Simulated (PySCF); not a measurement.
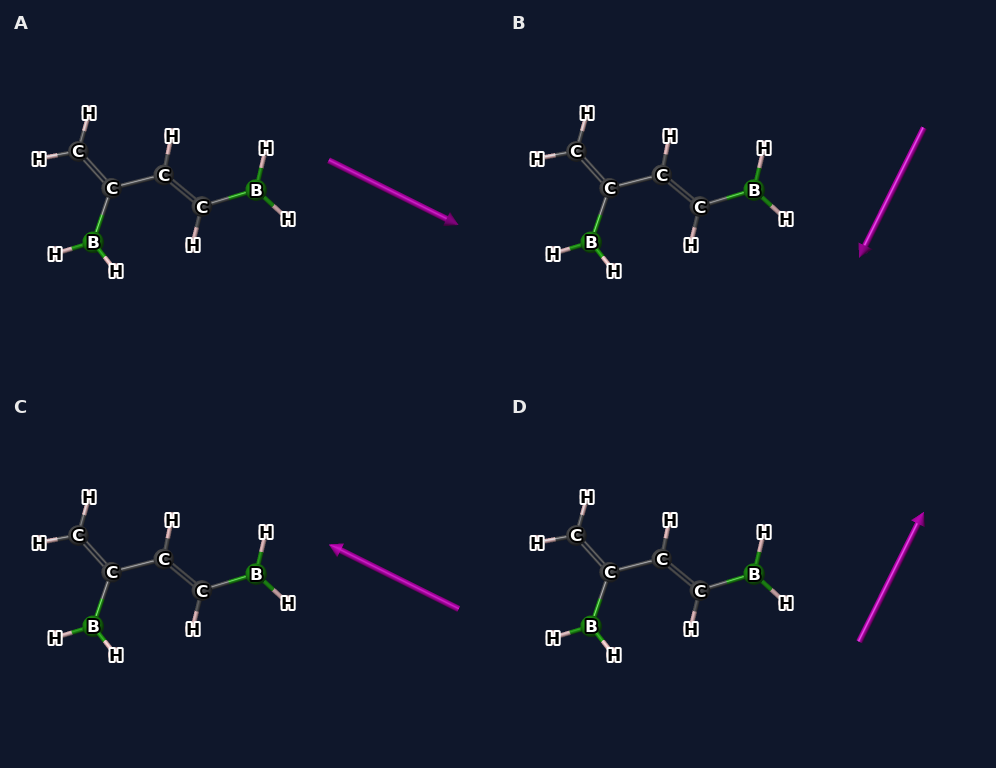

The same molecule four times, each with an arrow. The geometry was computed by an optimisation with GFN2-xTB. No frequency run is at hand to confirm it as a minimum. Method: CAM-B3LYP/def2-SVPD, gas phase (PySCF 2.14.0).

> Which arrow points along the dipole moment, from the negative to the positive end?

C. The dipole moment is 2.12 D.

The geometry is semi-empirical. Around B such bond lengths and angles can be off by a tenth of an ångström or more and by several degrees, and values that hang on the shape move with them.
